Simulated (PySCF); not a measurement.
TaB (septet)

```tsv
atom	x (Å)	y (Å)	z (Å)
Ta	0.0000	0.0000	-0.1198
B	0.0000	0.0000	1.9682
```

Core potentials replace the inner electrons of Ta.

The calculation used PBE0/def2-TZVPP, non-relativistic Hamiltonian with scalar-relativistic core potentials where named, at a bond length of 2.088 Å in PySCF 2.14.0.

Question: What will maps of the electron density, electron localisation function and spin density show?

Answer: Ta–B (2.09 Å): ρ is about 0.85 e/Å³ halfway; the ELF peaks at about 0.85 in the valence shell of B, 0.7 Å from its nucleus, and is about 0.45 at the midpoint.
The unpaired spin (6 electrons) lies mostly on Ta1 (about 4.3) and B2 (about 1.7), in electrons by Hirshfeld's partition.

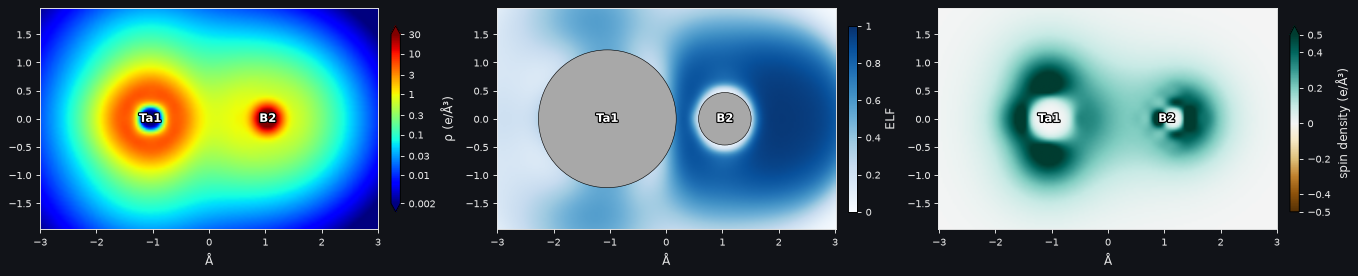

Computed electron density, electron localisation function and spin density on a plane that holds the molecular axis, in this order. Grey discs cover the atomic cores in the ELF map. 
